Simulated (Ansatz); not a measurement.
# Hf3O4 (charge +1, doublet): what the fields show

Input file:

```
crystal:
  periodic: [false, false, false]
  atoms:
    - {symbol: Hf, position_ang: [0.490845, -1.601803, -0.954978]}
    - {symbol: Hf, position_ang: [1.021375, 1.164070, 0.131136]}
    - {symbol: Hf, position_ang: [-1.414205, 0.118102, 0.633668]}
    - {symbol: O, position_ang: [-1.341049, -1.651616, -0.230752]}
    - {symbol: O, position_ang: [1.923578, -0.249913, -0.903741]}
    - {symbol: O, position_ang: [0.120040, 0.580011, 1.788922]}
    - {symbol: O, position_ang: [-0.800594, 1.641149, -0.464254]}
basis:
  gaussian: {orbitals: def2-TZVP, initial_orbitals: start.molden}
total_charge: 1
magnetization: {spin_polarized: true, initial_magnetization: 1}
hamiltonian: {xc: pbe0, dispersion: d4}
scf: {omitted_lower_state_checks: [starts]}
output: {orbitals: {seedname: orbitals}}
```

Command:

```sh
ansatz run in.yaml --threads 4 --pin off --events-out ev --progress --plain --max-ram 8704MiB
```

Geometry: r2SCAN-D4/def2-SVP; core potentials replace the inner electrons of Hf.

Computed with UKS PBE0-D4/def2-TZVP (Ansatz).

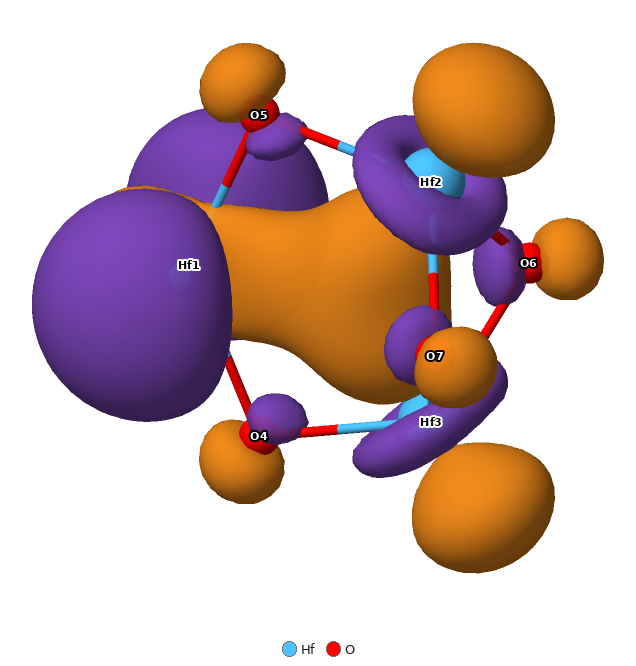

Figure 1. The HOMO (α) at ±0.1 Å⁻³ᐟ² (orange and purple are the two phases), seen at a tilt.

### Where does this orbital lie, and at what energy?

It lies mainly on Hf1 (about 55 %), Hf2 (about 15 %) and Hf3 (about 15 %). Its energy is −9.10 eV.

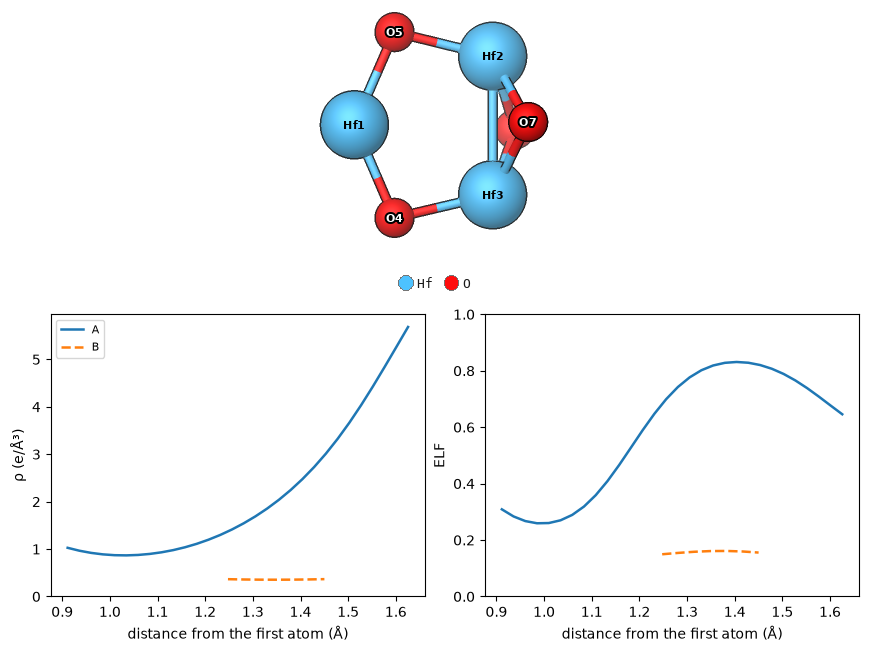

Figure 2. Electron density and ELF along straight lines between neighbouring atoms. The curves leave out the atomic cores. The structure is drawn too.

### Which curve belongs to which contact (Hf–Hf and Hf–O)? The first atom named is at distance zero.

Curve A: Hf–O (1.97 Å): the density is about 0.89 e/Å³ at the midpoint; the ELF peaks at about 0.85 in the valence shell of O, 0.6 Å from its nucleus, and drops to about 0.25 between the two atoms. Curve B: Hf–Hf (2.70 Å): ρ is about 0.35 e/Å³ halfway; the ELF is about 0.15 at the midpoint.

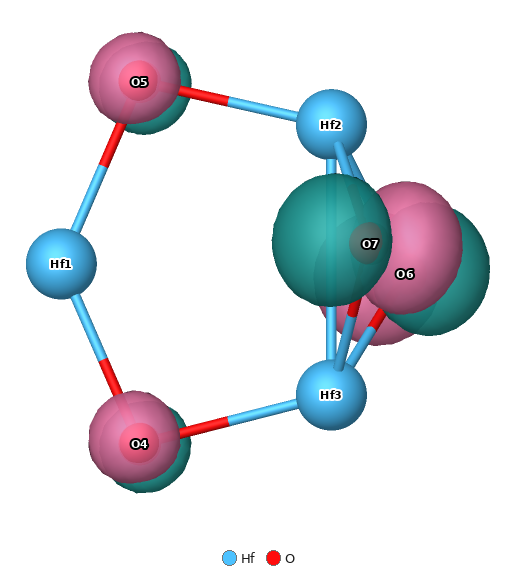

Figure 3. The HOMO−1 (β) at ±0.2 Å⁻³ᐟ² (teal and pink are the two phases), seen across its widest extent.

### Where does this orbital lie, and at what energy?

By Hirshfeld shares it lies mainly on O7 (about 30 %), O6 (about 30 %), O4 (about 10 %) and O5 (about 10 %); largely a combination of lone pairs on O7, O6, O4 and O5. Its energy is −12.52 eV.
